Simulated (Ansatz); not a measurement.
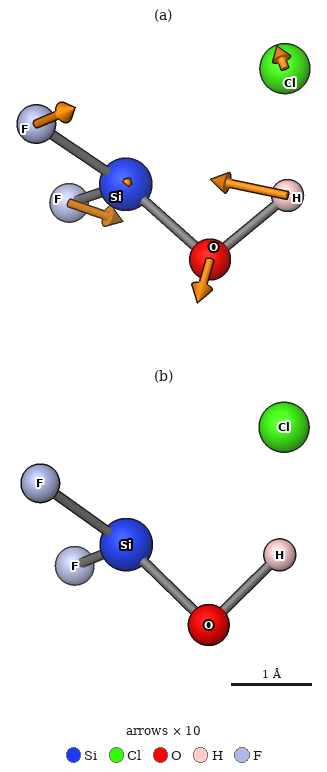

The structure of SiHOClF$_{2}$ before (top) and after (bottom) a constrained relaxation, at one scale. The orange arrows give the displacements, 10 times their true length.

A ball-and-stick model, seen at a tilt.

The reaction that was planned forms Cl2–H4 and breaks Si1–Cl2, O3–H4 (atoms numbered from 1 in input order).

Method: RKS PBE0-D4/def2-SVP (Ansatz 0.2.0). (held fixed: the distance between atoms 2 (Cl) and 4 (H), the distance between atoms 1 (Si) and 2 (Cl), the distance between atoms 3 (O) and 4 (H), counting from 1; force threshold 0.08 eV/Å; at most 120 steps)

> What changed between the two?

The largest move after the best rigid fit is that of the H atom, 0.11 Å. Largest moves by element: H 0.11 Å, F 0.08 Å, O 0.06 Å, Cl 0.03 Å, Si 0.01 Å. Among the contacts that change: O–Si 1.550 → 1.587 Å, F–Si 1.576 → 1.585 Å. Bond angles that change, for instance: Si–O–H 94.8° → 86.7°, F–Si–F 101.5° → 107.1°, O–Si–F 124.9° → 121.9°. The optimiser took 5 steps.
